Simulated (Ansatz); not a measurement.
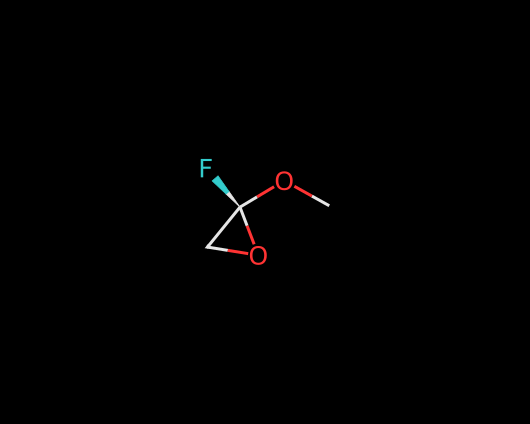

The picture comes from a calculation with Ansatz.

A structural formula.

Question: Write the SMILES.

Answer: CO[C@@]1(F)CO1

Question: What is the molecular formula?

Answer: C3H5FO2.

Question: An optimisation with PBE-D4/def2-SVP gave a structure of which point group?

Answer: C1.
